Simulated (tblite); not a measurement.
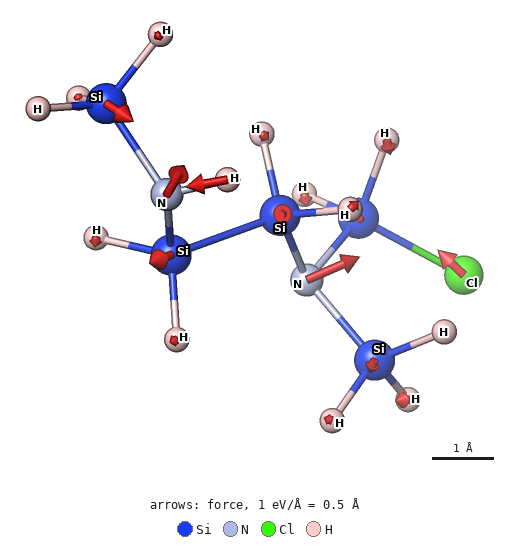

Starting geometry of Si5N2H13Cl with the computed forces as red arrows. Style: ball-and-stick. Shown from a free direction.

All numbers below come from GFN2-xTB geometry optimisation, gas phase (tblite 0.8.0). 

### Is this structure relaxed? If not, where do the atoms go?

It isn't relaxed: the largest force vector, on an N atom, is 1.94 eV/Å. The final displacements follow the starting forces only in part (cosine between the two patterns 0.31). The largest move after the best rigid fit is that of an H atom, 2.62 Å. By element the largest moves are H 2.62 Å, Cl 1.74 Å, N 0.98 Å, Si 0.58 Å. Among the contacts that change: Cl–Si 3.142 → 3.345 Å, Cl–Si 2.095 → 2.004 Å, N–Si 1.813 → 1.733 Å, Si–Si 2.219 → 2.296 Å. Bond angles that change, for instance: Si–N–Si 110.9° → 130.6°, Si–N–Si 107.4° → 121.2°, Si–N–Si 107.1° → 118.3°. The energy falls by 1.377 eV in 282 geometry steps.
